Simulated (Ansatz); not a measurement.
Partial pair distribution functions of a relaxed model of amorphous Ga24O39La2, broadened by 0.06 Å; density 5.16 g/cm³. Method: PBE, scalar-relativistic without spin-orbit coupling (plane waves to 420 eV, PAW; Ansatz, a quantum-chemistry and plane-wave program).

The cell was made by melting and quenching with the CHGNet potential and then relaxed with DFT. O atoms were pushed apart under 1.9 Å during the dynamics, to hinder bonds among them. The hot cell started wider than the set density and was brought back towards it in steps. It is the lowest in DFT energy of 2 quenches. It is a model cell: composition and starting density were chosen by hand, and all elements were melted together. No dispersion term was used. Its density started from a set value of 5.16 and ended at 5.16 g/cm³. The simulated quench (nominally 220 K/ps over its main leg) is rapid and tends to freeze in more defects than a deposited or slowly cooled glass has. A cell of this size samples the disorder only roughly. The volume was held where the preparation left it and the shape relaxed, at a PBE pressure of 2.6 GPa. Stress components on the final sampling reach 2.8 GPa.

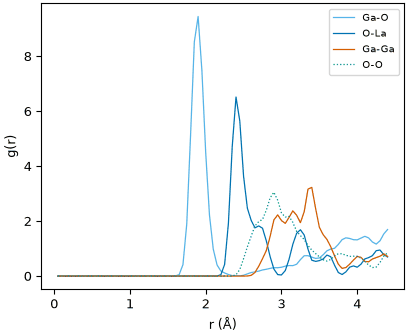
Partial pair distribution functions

Highest peaks under 4.5 Å: Ga-O near 1.90 Å, O-La near 2.40 Å, Ga-Ga near 3.40 Å, O-O near 2.90 Å; pairs of few atoms are noisy.

Within 2.34 Å each Ga has 4.46 O neighbours on average.
